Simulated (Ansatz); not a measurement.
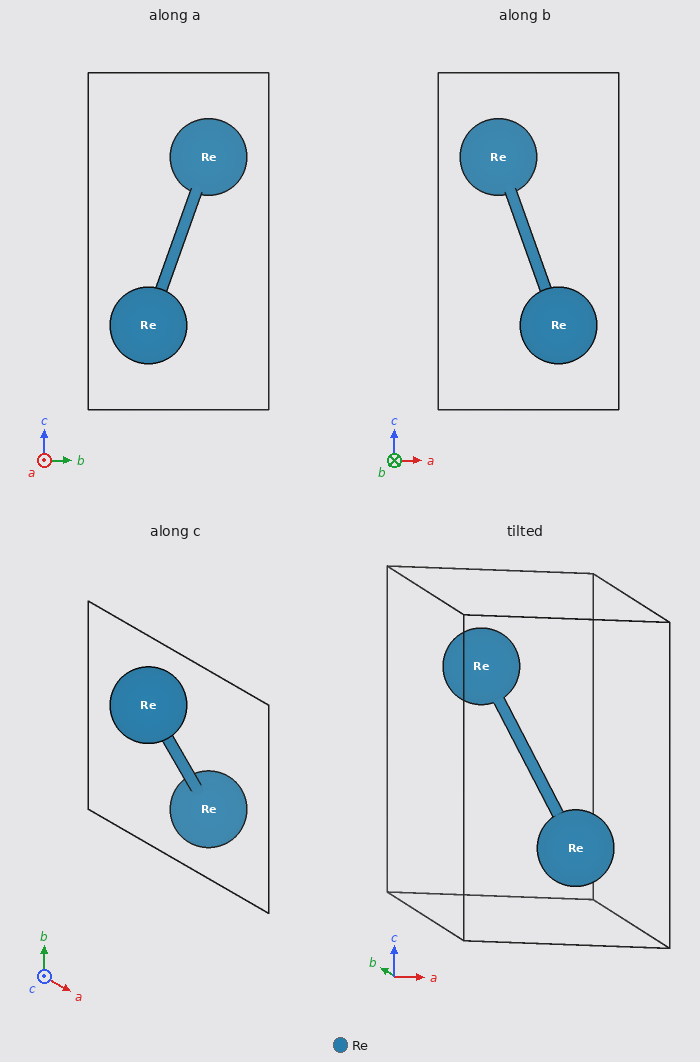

Ball-and-stick drawing of the structure, looking along the a axis, along the b axis, along the c axis and slightly off an axis. Thin lines show the conventional unit cell, with boundary atoms drawn in all their periodic places.

Lattice parameters: a = 2.775 Å, b = 2.775 Å, c = 4.491 Å, α = 90.00°, β = 90.00°, γ = 120.00°.

### Transcribe the picture into a table of Wyckoff sites.

Space group P6_3/mmc (No. 194).
| atom | site | x | y | z |
| --- | --- | --- | --- | --- |
| Re | 2d | 0.3333 | 0.6667 | 0.7500 |

It goes back to the standard structure of this element. It was relaxed at fixed volume with DFT r2SCAN, scalar-relativistic, plane waves, PAW in Ansatz 0.2.0.

At this level of theory the cell isn't at rest (stretched, at -7 GPa), so its distances can differ from those at equilibrium, the more so the softer the solid.
